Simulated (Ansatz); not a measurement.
**C2H3F2Si (SMILES [H]/[C]=C\[SiH](F)F): UCAM-B3LYP/cc-pVDZ**

Aim: the electronic atomisation energy of C2H3F2Si at UCAM-B3LYP/cc-pVDZ, from 5 runs. 

The results are computed with Ansatz 0.2.0.

50 further runs of the same task are left out: 50 set aside as unsound or not needed.

## (1) Starting point

C2H3F2Si has 8 atoms, charge 0, and is taken as a doublet. As SMILES, `[H]/[C]=C\[SiH](F)F`. Geometry: relaxed at PBE0-D4/def2-TZVP. This is one conformer, not always the lowest.

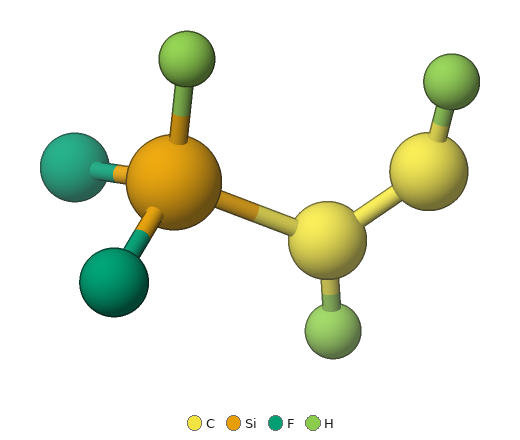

The structure, seen from a chosen angle (carbon yellow, silicon amber, fluorine teal, hydrogen green).

## (2) A single-point energy at UCAM-B3LYP/cc-pVDZ

File in.yaml:

```yaml
crystal:
  periodic: [false, false, false]
  atoms:
    - {symbol: C, position_ang: [0.855200, 0.475100, 1.494400]}
    - {symbol: C, position_ang: [0.948700, 0.119800, 0.241900]}
    - {symbol: Si, position_ang: [-0.602400, -0.240700, -0.691900]}
    - {symbol: F, position_ang: [-0.572000, -1.723000, -1.260300]}
    - {symbol: F, position_ang: [-0.719900, 0.713400, -1.955600]}
    - {symbol: H, position_ang: [0.063700, 0.635800, 2.215100]}
    - {symbol: H, position_ang: [1.921500, 0.036900, -0.245900]}
    - {symbol: H, position_ang: [-1.802600, -0.074200, 0.146400]}
basis:
  gaussian:
    orbitals: cc-pVDZ
magnetization:
  spin_polarized: true
  initial_magnetization: 1
hamiltonian:
  xc: {name: CAM-B3LYP}
accuracy: high
output:
  orbitals: {seedname: orbitals}
```

Run with:

```bash
ansatz run in.yaml --threads 1 --pin off --max-ram 3480MiB --events-out events.jsonl --progress --plain --runs-dir runs
```

The log of the run:

```text
Warning: RAYON_NUM_THREADS=1 ignored (pool sized by the plan → 1); use --threads N
Functional definition: CAM-B3LYP
  name "CAM-B3LYP"
  parameter alpha = 0.19
  parameter beta = 0.46
  parameter omega = 0.33/bohr
  parameter ac = 0.81
  exchange = (1 - alpha - beta)*b88_x + beta*b88_x_sr(omega) + alpha*exact_x + beta*exact_x_lr(omega)
  correlation = (1 - ac)*vwn5_c + ac*lyp_c
2002 factors; integrals over basis functions are off by at most 3.8e-9 eV
410 factors; integrals over basis functions are off by at most 2.5e-9 eV
mean field evaluation 1: about -15427.8180 eV, gradient 3.3e1 eV
mean field evaluation 2: about -15427.9497 eV, gradient 3.6e1 eV
mean field evaluation 4: about -15432.1091 eV, gradient 1.1e0 eV
mean field evaluation 8: about -15432.2679 eV, gradient 2.3e-1 eV
mean field evaluation 16: about -15432.2695 eV, gradient 1.3e-3 eV
mean field -15432.26954883 eV, -567.1254455514 hartree, gradient 9.6e-8 eV, S^2 0.760867; 0 other end points of the search recorded, 0 dependent functions left out
reference -15432.26956747 eV, -567.1254462365 hartree; 24, 23 occupied and 65, 66 virtual orbitals, 2002 factors
Total energy: -15432.26956747 eV, -567.1254462365 hartree
```

Run time: 15 s. Hardware: 1 thread of Arm Neoverse V2, shared host; peak memory 0.49 GiB.

## (3) The C atom at the same level

File job.yaml:

```yaml
crystal:
  periodic: [false, false, false]
  atoms:
    - symbol: C
      position_ang: [0.000000, 0.000000, 0.000000]
basis:
  gaussian:
    orbitals: cc-pVDZ
magnetization:
  spin_polarized: true
  initial_magnetization: 2
hamiltonian:
  xc: {name: CAM-B3LYP}
accuracy: high
```

Run the same way, it converges to -37.82936 Eh (log not shown).

## (4) The F atom, same level

File run.yaml:

```yaml
crystal:
  periodic: [false, false, false]
  atoms:
    - {symbol: F, position_ang: [0.000000, 0.000000, 0.000000]}
basis:
  gaussian:
    orbitals: cc-pVDZ
magnetization:
  spin_polarized: true
  initial_magnetization: 1
hamiltonian:
  xc: {name: CAM-B3LYP}
accuracy: high
```

Run the same way, it converges to -99.70249 Eh (log not shown).

## (5) The H atom at the same level

File molecule.yaml:

```yaml
crystal:
  periodic: [false, false, false]
  atoms:
    - {symbol: H, position_ang: [0.000000, 0.000000, 0.000000]}
basis:
  gaussian: {orbitals: cc-pVDZ}
magnetization: {spin_polarized: true, initial_magnetization: 1}
hamiltonian: {xc: {name: CAM-B3LYP}}
accuracy: high
```

Run the same way, it converges to -0.49789 Eh (log not shown).

## (6) The Si atom

File job.yaml:

```yaml
crystal:
  periodic: [false, false, false]
  atoms:
    - symbol: Si
      position_ang: [0.000000, 0.000000, 0.000000]
basis:
  gaussian: {orbitals: cc-pVDZ}
magnetization: {spin_polarized: true, initial_magnetization: 2}
accuracy: high
hamiltonian: {xc: {name: CAM-B3LYP}}
```

Run the same way, it converges to -289.37332 Eh (log not shown).

## (7) Summary of results

At UCAM-B3LYP/cc-pVDZ:

| quantity | value |
| --- | --- |
| molecule: total energy | -567.12545 Eh |
| molecule: HOMO energy (highest over α and β) | -8.33 eV |
| molecule: LUMO energy (lowest over α and β) | -1.07 eV |
| molecule: ⟨S²⟩ | 0.761 |
| C atom: total energy | -37.82936 Eh |
| C atom: ⟨S²⟩ | 2.002 |
| F atom: total energy | -99.70249 Eh |
| F atom: ⟨S²⟩ | 0.751 |
| H atom: total energy | -0.49789 Eh |
| H atom: ⟨S²⟩ | 0.750 |
| Si atom: total energy | -289.37332 Eh |
| Si atom: ⟨S²⟩ | 2.004 |
| electronic atomisation energy | 32.510 eV |

Taking the molecule apart into free atoms costs 32.51 eV (3137 kJ/mol), before zero-point energy and without spin-orbit coupling.
